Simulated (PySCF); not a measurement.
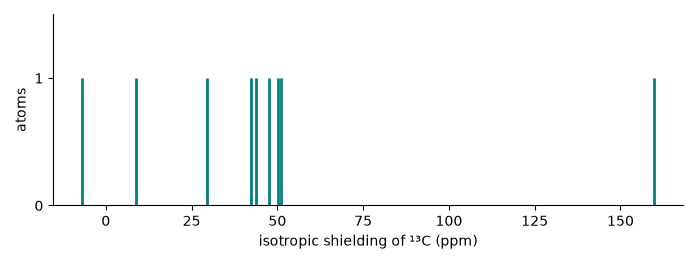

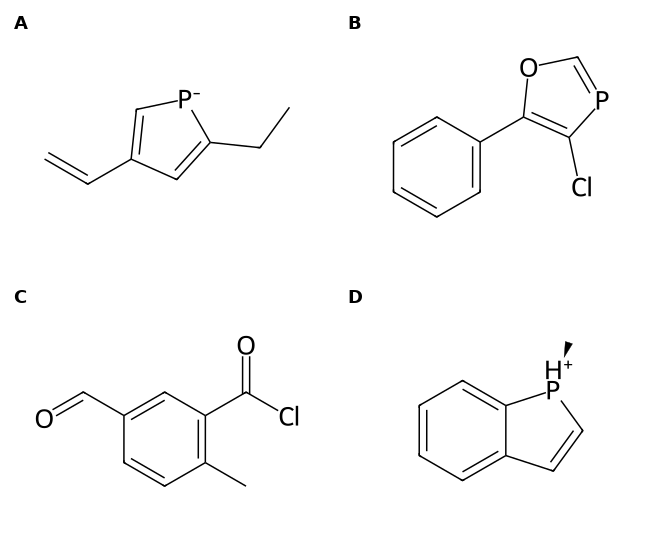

The sticks are computed shieldings of one of the molecules, for one fixed geometry (GFN2-xTB) without averaging over rotations. Low shielding means a high chemical shift. Method: GIAO PBE0/pcSseg-1 NMR shielding, non-relativistic, gas phase (PySCF 2.14.0).

### Which molecule gives this pattern?

C, `Cc1ccc(C=O)cc1C(=O)Cl`. Its 9 C atoms give lines at −7.0, 8.8, 29.5, 42.4, 43.9, 47.5, 50.1, 51.1, 159.9 ppm.

The geometry is semi-empirical. Around P such bond lengths and angles can be off by a tenth of an ångström or more and by several degrees, and values that hang on the shape move with them.
